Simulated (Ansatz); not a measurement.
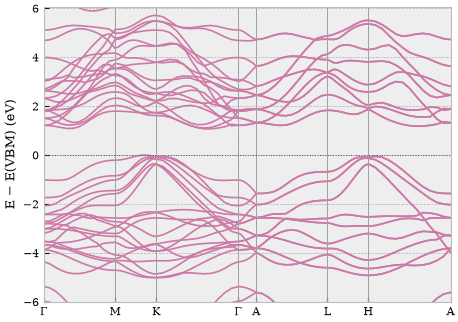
Band structure from PBE (plane waves, PAW; program Ansatz)

The gap is 1.07 eV; an edge lies off the plotted path or next to a special point (maximum on the M–K line, 72 % of the way from M, minimum off the standard path).

The material is GeS in space group P6_3mc (No. 186; Pearson symbol hP12).

A made-up cell: these elements were put on the sites of a structure type; neither database checked (COD, Materials Project) lists it. COD files the formula under space group No. 62, so this cell is another polymorph or a model. Its standing as an ambient phase is unchecked. Symmetry was held in the PBE relaxation; whether a distortion lowers the energy is not shown. Scalar-relativistic: spin–orbit coupling is off unless named, which matters more the heavier the elements.

Potentials: the later of the program's two PAW sets.
